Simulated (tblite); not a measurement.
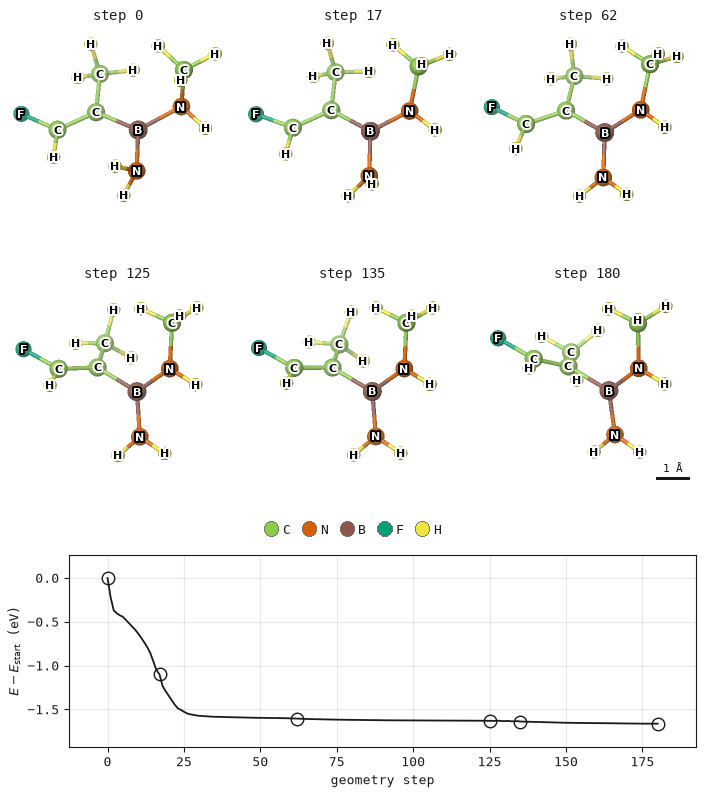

Frames of a relaxation of C₄H₁₀BFN₂, marked on the history of the run. A ball-and-stick model, seen at a tilt.

Level of theory: GFN2-xTB geometry optimisation, gas phase (tblite 0.8.0). 

### Describe the path.

An H atom moves most after the best rigid fit: 2.46 Å. By element the largest moves are H 2.46 Å, F 1.29 Å, N 1.16 Å, C 1.10 Å, B 0.09 Å. Some distances before and after: B–N 1.537 → 1.401 Å, B–N 1.509 → 1.404 Å, H–N 1.047 → 1.003 Å, C–H 1.121 → 1.090 Å. Bond angles that change, for instance: C–N–B 109.4° → 127.5°, B–N–H 108.0° → 123.7°, B–N–H 108.6° → 123.0°. Groups turn about B–C by about 95°, C–C by about 35°. Over 180 geometry steps the energy falls by 1.662 eV. The run took 1.9 s on 1 thread of Arm Neoverse N1, on a shared host. From step 0 to 17: an H atom moves most (0.88 Å), energy −1.100 eV. From step 17 to 62: an H atom moves most (0.93 Å), energy −0.504 eV. From step 62 to 125: an H atom moves most (0.88 Å), energy −0.024 eV. From step 125 to 135: an H atom moves most (0.15 Å), energy −0.009 eV. From step 135 to 180: an H atom moves most (0.88 Å), energy −0.024 eV.

```
step  E − E(0), eV
   0        0.0000
   1       -0.2179
   2       -0.3664
   3       -0.4013
   4       -0.4250
   5       -0.4416
   6       -0.4787
   7       -0.5140
   8       -0.5510
   9       -0.5881
  10       -0.6326
  19       -1.2905
  28       -1.5617
  37       -1.5851
  46       -1.5929
  55       -1.5976
  64       -1.6070
  73       -1.6151
  82       -1.6190
  91       -1.6232
  99       -1.6240
 108       -1.6246
 117       -1.6258
 126       -1.6301
 135       -1.6373
 144       -1.6460
 153       -1.6533
 162       -1.6558
 171       -1.6612
 180       -1.6618
```
